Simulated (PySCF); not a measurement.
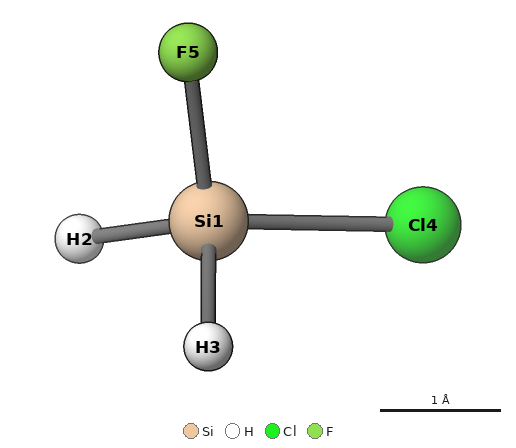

Atoms carry their numbers in the input. The computed structure is the end point of a PBE0-D4/def2-TZVP optimisation. No frequency run is at hand to confirm it as a minimum.

Which atoms are bonded, and how long are the bonds?

```tsv
bond	length (Å)
Si1–H2	1.475
Si1–H3	1.475
Si1–Cl4	2.035
Si1–F5	1.589
```
